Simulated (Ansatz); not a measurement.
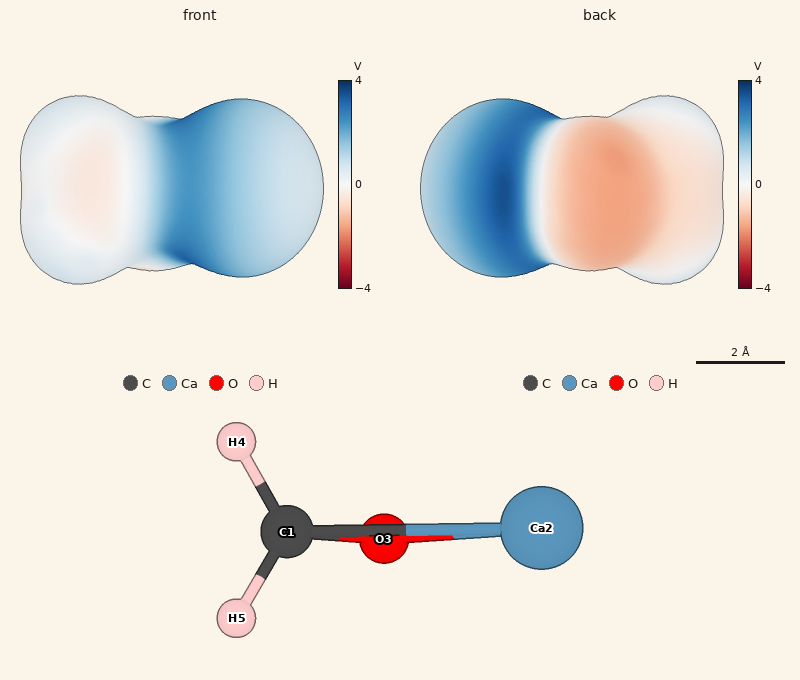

CH2CaO (triplet). The molecular electrostatic potential painted on the density surface at 0.002 e/bohr³, seen from the front and from behind; the colour scale runs from red (negative) to blue (positive). The bare structure is drawn below in the same view.

Geometry: B3LYP-D4/def2-TZVP.

Computed with isolated molecule in a Gaussian basis; Kohn-Sham density functional theory, functional PBE0 (Ansatz 0.2.0).

The calculation's input:

```
crystal:
  periodic: [false, false, false]
  atoms:
    - {symbol: C, position_ang: [-0.246208, 0.309896, 0.521916]}
    - {symbol: Ca, position_ang: [1.808173, -0.728906, -0.916924]}
    - {symbol: O, position_ang: [0.340730, 0.722315, -0.587033]}
    - {symbol: H, position_ang: [0.004876, 0.790570, 1.468829]}
    - {symbol: H, position_ang: [-1.206452, -0.204435, 0.457662]}
basis:
  gaussian:
    orbitals: def2-TZVPD
magnetization:
  spin_polarized: true
  initial_magnetization: 2
hamiltonian:
  xc: pbe0
output: {forces: true, orbitals: {seedname: orbitals}}
```

Command:

```sh
ansatz run input.yaml --threads 2 --pin off --max-ram 4350MiB --events-out events.jsonl --progress --plain --runs-dir runs
```

Describe the electrostatic potential map.

Answer. The most negative region (about −1.6 V) lies over O3, the most positive (about +3.4 V) over Ca2. O3 is the likeliest acceptor of a hydrogen bond.

How polar is the molecule by this calculation?

Answer. Its dipole moment is 1.55 D.
